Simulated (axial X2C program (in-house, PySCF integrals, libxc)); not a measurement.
# BrAl⁺: properties at the nuclei

Wanted for BrAl⁺: properties at the nuclei, at the two-component level.

Method: two-component X2C with atomic mean-field terms, Br dyall-cv3z, Al dyall-v3z; program: an in-house X2C program for linear molecules on PySCF integrals.

All values are calculated.

### 1 Set-up

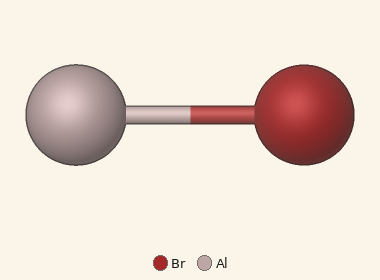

The two atoms at 2.400 Å (bromine red, aluminium light grey).

Input file task.json:

```json
{"zs": [35, 13], "q": 1, "bas": ["dyall-cv3z", "dyall-v3z"], "r0": 2.4, "levels": ["PBE0", "HF", "B3LYP", "BP86", "PBE"], "nst": 3}
```

Keys: zs atomic numbers; q charge; bas basis sets; r0 starting distance in Å; levels methods (HF also brings MP2); nst determinants followed.

Launch:

```console
python soeom.py task.json out
```

Nuclei are Gaussian, cores are contracted, and the Gaunt term is on.

### 2 Expectation values, lowest determinant

R = 2.186 Å. State: Ω = 1/2 (excess of +ω over −ω: ω = 1/2).

Output of the PBE0 run:

```text
two-component X2C + atomic mean field  PBE0
basis functions 151  fitting functions 884  grid points 5079
iter        total energy     max residual
   1      -2847.615477324     6.57e-05
   2      -2847.615477341     3.19e-05
   3      -2847.615477354     6.34e-06
   4      -2847.615477355     5.08e-06
converged
one-electron -4167.06780189  Coulomb 1321.32773893  exact exchange -27.27028235  xc functional -83.72848681  nuclear repulsion 110.14438745  atomic mean-field constant -1.02103270
```

The highest occupied spinor is 39% Al s, 32% Al p, 26% Br p.

```csv
level,Eeff magnitude (GV/cm),Ws magnitude Br (kHz),A∥/gI Br (MHz),qzz Br (a.u.),A∥/gI Al (MHz),qzz Al (a.u.)
PBE0,0.833,0.563,209,4.63,1390,-0.83
HF,1.07,0.748,196,4.29,1480,-1.05
B3LYP,0.779,0.51,227,4.77,1410,-0.80
BP86,0.736,0.484,231,4.57,1390,-0.75
PBE,0.717,0.47,227,4.61,1350,-0.75
```

Eeff is the effective electric field on the electron dipole moment in this Ω state and Ws the scalar–pseudoscalar constant (defined with the proton number Z and per Ω); A∥ is the parallel hyperfine constant, which follows by multiplying with the nuclear g factor gI = μI/(I μN); qzz is the electric field gradient, eQq0 = 234.96 MHz × Q/barn × qzz. The operators were transformed with the bare-nucleus X2C matrices.

### 3 Expectation values, a higher determinant

R = 2.186 Å. State: Ω = 3/2 (excess of +ω over −ω: ω = 3/2), 2.40 eV above the lowest in the PBE0 search for states (made at or near this distance, with looser thresholds).

Output of the PBE0 run:

```text
two-component X2C + atomic mean field  PBE0
basis functions 151  fitting functions 884  grid points 5079
iter        total energy     max residual
   1      -2847.527231486     8.32e-05
   2      -2847.527231489     1.24e-05
   3      -2847.527231491     1.11e-05
   4      -2847.527231491     8.45e-07
converged
one-electron -4164.70081608  Coulomb 1319.02362125  exact exchange -27.26561452  xc functional -83.70777689  nuclear repulsion 110.14438745  atomic mean-field constant -1.02103270
```

The highest occupied spinor is 66% Al s, 16% Al p, 12% Br p.

```csv
level,Eeff magnitude (GV/cm),Ws magnitude Br (kHz),A∥/gI Br (MHz),qzz Br (a.u.),A∥/gI Al (MHz),qzz Al (a.u.)
PBE0,0.194,0.0466,631,-4.78,6.26,-0.77
HF,0.329,0.0846,636,-4.80,8.52,-0.79
B3LYP,0.162,0.0373,649,-4.90,6.65,-0.78
BP86,0.156,0.0359,641,-4.86,6.02,-0.77
PBE,0.162,0.0378,629,-4.81,6.05,-0.77
```

### 4 Results

```
                                        quantity                                    value
                              lowest determinant  Ω = 1/2 (excess of +ω over −ω: ω = 1/2)
                    Eeff magnitude (GV/cm), PBE0                                    0.833
                     Ws magnitude Br (kHz), PBE0                                    0.563
                            A∥/gI Br (MHz), PBE0                                      209
                             qzz Br (a.u.), PBE0                                     4.63
                              higher determinant  Ω = 3/2 (excess of +ω over −ω: ω = 3/2)
Eeff magnitude (GV/cm), PBE0, higher determinant                                    0.194
 Ws magnitude Br (kHz), PBE0, higher determinant                                   0.0466
        A∥/gI Br (MHz), PBE0, higher determinant                                      631
         qzz Br (a.u.), PBE0, higher determinant                                    -4.78
```

In the first state, the effective field runs from 0.717 to 1.07 GV/cm over the mean-field levels. The expectation values come from single determinants, which for open shells can mix terms of unlike spin or miss the lowest Ω, so a determinant need not be a state. Eeff is the effective electric field on the electron dipole moment in this Ω state and Ws the scalar–pseudoscalar constant (defined with the proton number Z and per Ω); A∥ is the parallel hyperfine constant, which follows by multiplying with the nuclear g factor gI = μI/(I μN); qzz is the electric field gradient, eQq0 = 234.96 MHz × Q/barn × qzz. The operators were transformed with the bare-nucleus X2C matrices.
